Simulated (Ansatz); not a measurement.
# Calculations on BNH6S

Part 1: Relaxation

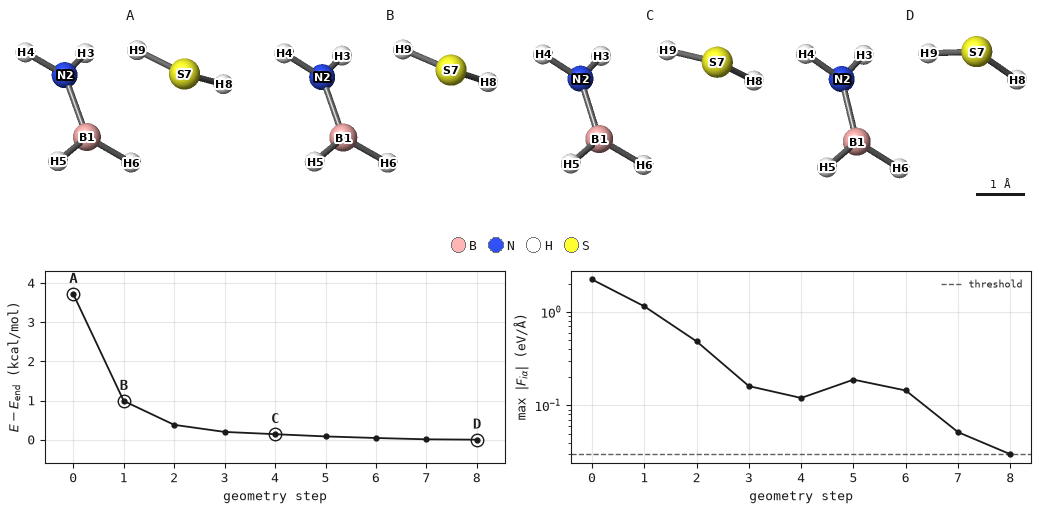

Frames of a relaxation of BNH$_{6}$S, marked on the history of the run. Style: ball-and-stick. Shown at a tilt.

The run prepares an end point of a later path (reaction) calculation, from a guessed geometry.

These are results of RKS PBE/def2-SVP (Ansatz), not measurements.

Input
```yaml
crystal:
  periodic: [false, false, false]
  atoms:
    - { symbol: B, position_ang: [0.03964, -0.144129, 0.266072] }
    - { symbol: "N", position_ang: [0.04748, -0.354945, 1.726594] }
    - { symbol: H, position_ang: [-0.805297, -0.533243, 2.255213] }
    - { symbol: H, position_ang: [0.899869, -0.414255, 2.280646] }
    - { symbol: H, position_ang: [1.101945, 0.002732, -0.295477] }
    - { symbol: H, position_ang: [-1.022895, -0.194431, -0.318146] }
    - { symbol: S, position_ang: [-0.400841, 2.904861, 0.574248] }
    - { symbol: H, position_ang: [-1.702747, 2.522529, 0.443604] }
    - { symbol: H, position_ang: [-0.156356, 1.885081, 1.478046] }
basis:
  gaussian: { orbitals: def2-SVP }
hamiltonian:
  xc: pbe
relax:
  f_tol: 0.03
  max_steps: 50
output:
  orbitals: {}
```

Launched with:
```bash
ansatz run input.yaml --threads 1 --pin off --max-ram 2048MiB --backend cpu --events-out ev --progress --plain --runs-dir out
```

> What happens along the run?

The atom that moves furthest after the best rigid fit is S7 (0.55 Å). Largest moves by element: S 0.55 Å, H 0.43 Å, B 0.29 Å, N 0.10 Å. Among the contacts that change: B1–N2 1.476 → 1.400 Å, S7–H9 1.384 → 1.365 Å, B1–H5 1.211 → 1.215 Å. The energy falls by 3.72 kcal/mol in 8 geometry steps. The largest force component goes from 2.2 to 0.03 eV/Å. From step 0 to 1: S7 moves most (0.19 Å), energy −2.73 kcal/mol. From step 1 to 4: S7 moves most (0.22 Å), energy −0.85 kcal/mol. From step 4 to 8: S7 moves most (0.22 Å), energy −0.14 kcal/mol.

Limits of the set-up: the start holds two separate molecules, 2.3 Å apart at their closest, whose relative position is a soft coordinate and is computed without a dispersion correction.

Part 2: Relaxation

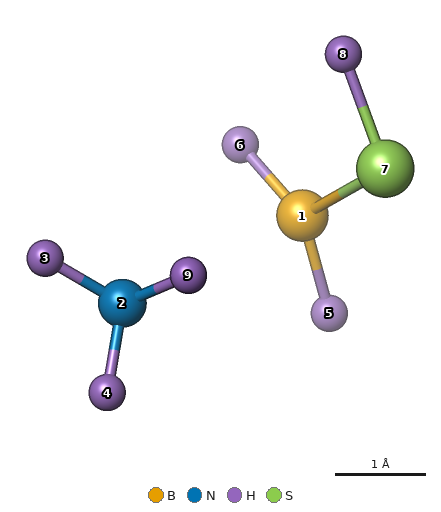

This is the input geometry for a relaxation of BNH₆S. The picture is a ball-and-stick view, seen from a free direction.

The run prepares an end point of a later path (reaction) calculation, from a guessed geometry.

Computed with RKS PBE/def2-SVP in Ansatz 0.2.0.

Input
```yaml
crystal:
  periodic: [false, false, false]
  atoms:
    - { symbol: B, position_ang: [-0.108104, 0.550771, -0.411472] }
    - { symbol: "N", position_ang: [0.014061, -0.050601, 2.255621] }
    - { symbol: H, position_ang: [-0.781917, -0.353608, 2.832258] }
    - { symbol: H, position_ang: [0.873142, -0.31455, 2.75689] }
    - { symbol: H, position_ang: [1.028135, 0.184755, -0.618155] }
    - { symbol: H, position_ang: [-1.092313, -0.117866, -0.631494] }
    - { symbol: S, position_ang: [-0.278515, 2.356005, 0.004416] }
    - { symbol: H, position_ang: [-1.642279, 2.427222, 0.014022] }
    - { symbol: H, position_ang: [-0.011411, 0.992073, 2.208714] }
basis:
  gaussian: { orbitals: def2-SVP }
hamiltonian:
  xc: pbe
relax:
  f_tol: 0.03
  max_steps: 50
```

Command:
```bash
ansatz run input.yaml --threads 1 --pin off --max-ram 2048MiB --backend cpu --events-out ev --progress --plain --runs-dir out
```

> Predict the outcome.

The atom that moves furthest after the best rigid fit is H4 (0.93 Å). Largest moves by element: H 0.93 Å, B 0.64 Å, N 0.48 Å, S 0.22 Å. Among the contacts that change: B1–N2 2.737 → 1.652 Å, B1–S7 1.860 → 1.900 Å, B1–H5 1.211 → 1.227 Å, N2–H9 1.044 → 1.032 Å. New bonds form, among them: B1–N2 (2.74 → 1.65 Å). Bond angles that change, for instance: H5–B1–H6 124.4° → 114.5°, H5–B1–S7 114.7° → 108.8°, H6–B1–S7 120.2° → 115.3°. After 11 accepted moves (14 points after the start) the energy has fallen by 20.7 kcal/mol. The largest force component goes from 0.79 to 0.01 eV/Å. The line search rejected the trial steps at points 4, 8, 12 of the run.

Final geometry:

```xyz
9

B    -0.0464    0.4837    0.2195
N     0.0279    0.2000    1.8450
H    -0.9031    0.2805    2.2815
H     0.4080   -0.7336    2.0701
H     1.0989    0.3044   -0.1835
H    -0.8705   -0.3114   -0.2200
S    -0.4915    2.3177    0.0000
H    -1.8468    2.2160    0.1102
H     0.6243    0.9169    2.2880
```

The end point in the same view:

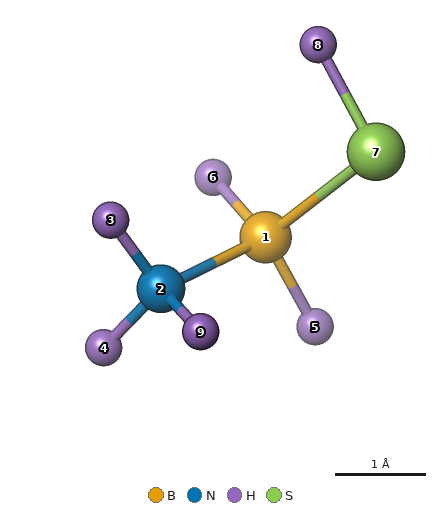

Limits of the set-up: the start holds two separate molecules, 2.6 Å apart at their closest, whose relative position is a soft coordinate and is computed without a dispersion correction.

Part 3: Path

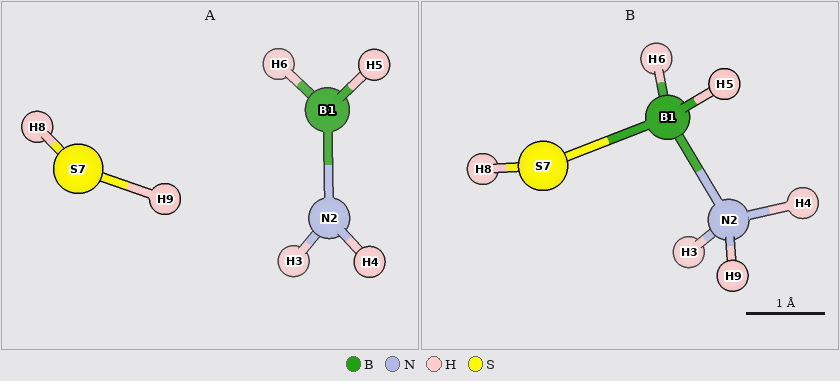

The two relaxed end points of a path for BNH6S, made up at the start of BNH4 and H₂S. The picture is a ball-and-stick view, seen at a tilt.

Method: Ansatz, RKS PBE/def2-SVP.

Run with 7 movable images; climbing image; force threshold 0.05 eV/Å; iteration limit 60.

Start:
```xyz
9

B     0.1033   -0.4268    0.2684
N     0.0917   -0.4224    1.6685
H    -0.7575   -0.5309    2.2250
H     0.9390   -0.3600    2.2360
H     1.1661   -0.3257   -0.3125
H    -0.9546   -0.5282   -0.3244
S    -0.5357    3.3002    0.9193
H    -1.7362    2.9450    0.3826
H    -0.3154    2.0231    1.3480
```

End:
```xyz
9

B    -0.0795    0.5263    0.2048
N     0.0735    0.1513    1.8062
H    -0.8363    0.1983    2.2897
H     0.4700   -0.7901    1.9594
H     1.0466    0.3806   -0.2610
H    -0.9183   -0.2502   -0.2404
S    -0.5464    2.3655    0.1117
H    -1.8944    2.2452    0.2794
H     0.6855    0.8473    2.2610
```

> What barrier does the band find between them, and by what path?

The energy climbs by 57.1 kJ/mol to image 4 and then falls by 100.2 kJ/mol, so the end point sits at −43.0 kJ/mol. Breaking: S7–H9 (1.36 → 1.50 at the top → 2.91 Å). Forming: B1–S7 (3.84 → 2.22 at the top → 1.90 Å), N2–H9 (2.50 → 1.57 at the top → 1.03 Å). The band is converged. At the top, the vibrational analysis gives one imaginary mode (700i cm⁻¹), as a transition state must have.

Energies of the converged images:

| image | path (Å) | E (kJ/mol) |
| --- | --- | --- |
| 0 | 0.00 | 0.0 |
| 1 | 0.47 | 0.8 |
| 2 | 0.95 | 5.8 |
| 3 | 1.42 | 26.6 |
| 4 | 1.89 | 57.1 |
| 5 | 2.42 | -10.9 |
| 6 | 2.95 | -38.0 |
| 7 | 3.48 | -41.3 |
| 8 | 4.01 | -43.0 |

The geometry at the top of the path:

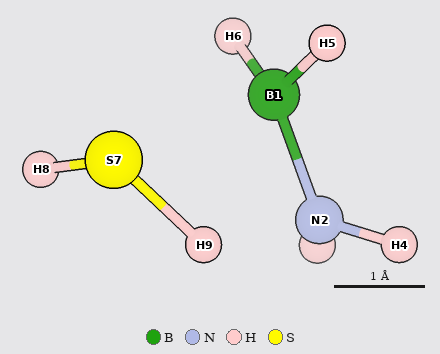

Limits of the set-up: the start holds two separate molecules, 2.5 Å apart at their closest, whose relative position is a soft coordinate and is computed without a dispersion correction.

The run took 3.4 min on 1 thread of Arm Neoverse V2, on a shared host, peak memory 0.14 GiB.
